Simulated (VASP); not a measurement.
Band structure of LiCl (rock salt). Level of theory: PW91 GGA, VASP's PBE PAW potentials (set 64) (plane waves; VASP 6.6.1).

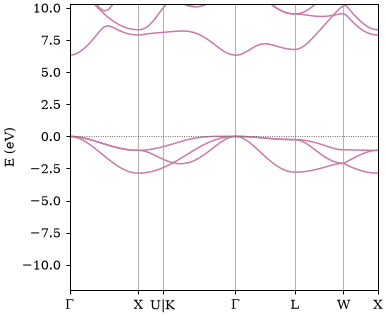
*Bands along high-symmetry lines, zero at the valence-band maximum or, without a gap, the Fermi level*

Read the plot: is there a gap, and where are the band edges?

The gap is indirect, 6.31 eV, from the valence maximum at K-Γ at 0.79 to the conduction minimum at Γ. (Edges off the drawn lines would not show.)

Measured: gap 9.40 eV (computed value off by -3.09 eV), as given by Wei Chen et al., Physical Review Materials (2018), doi:10.1103/physrevmaterials.2.073803.

The compound is LiCl in the rock salt structure. The cell was not relaxed at this level.
